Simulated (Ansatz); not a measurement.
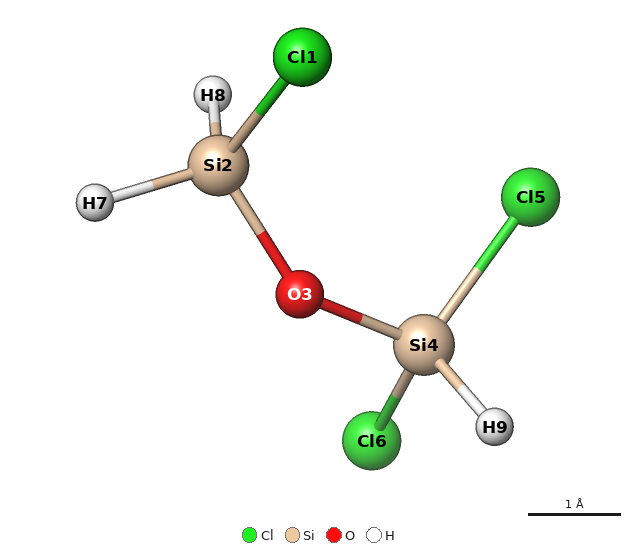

Atoms carry their numbers in the input. Computed geometry: PBE-D4/def2-SVP optimisation. No frequency run is at hand to confirm it as a minimum.

List the bonds and their lengths.

| bond | length (Å) | order |
| --- | --- | --- |
| Cl1–Si2 | 2.072 | single |
| Si2–O3 | 1.676 | single |
| Si2–H7 | 1.493 | single |
| Si2–H8 | 1.496 | single |
| O3–Si4 | 1.656 | single |
| Si4–Cl5 | 2.069 | single |
| Si4–Cl6 | 2.063 | single |
| Si4–H9 | 1.486 | single |
